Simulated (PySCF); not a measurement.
System: Ge2 (charge +1, quartet).

```xyz
2

Ge    0.0000    0.0000   -1.2100
Ge    0.0000    0.0000    1.2100
```

Computed with PBE0/cc-pVTZ(-PP), non-relativistic Hamiltonian with scalar-relativistic core potentials where named, at a bond length of 2.420 Å (PySCF).

Predict the electron density, electron localisation function and spin density between the atoms.

Answer. Ge–Ge (2.42 Å): ρ at the midpoint is about 0.46 e/Å³; the ELF peaks at about 0.60 between the atoms.
The unpaired spin (3 electrons) lies mostly on Ge1 (about 1.5) and Ge2 (about 1.5), in electrons by Hirshfeld's partition.

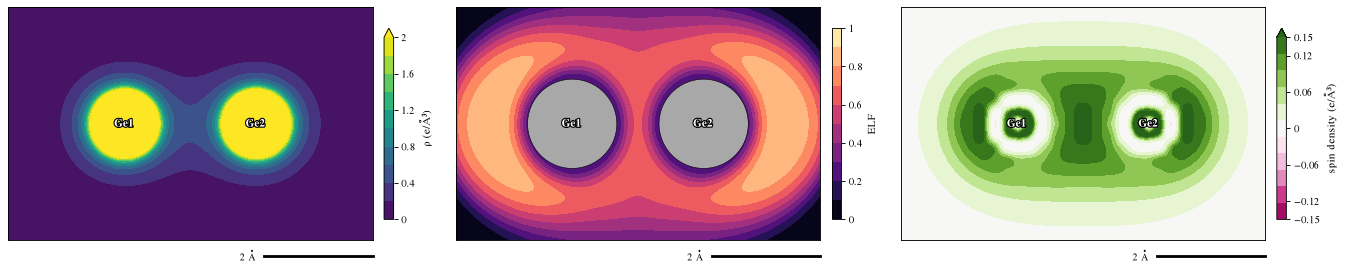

Computed electron density, electron localisation function and spin density on a plane that holds the molecular axis, in this order. Grey discs cover the atomic cores in the ELF map. 
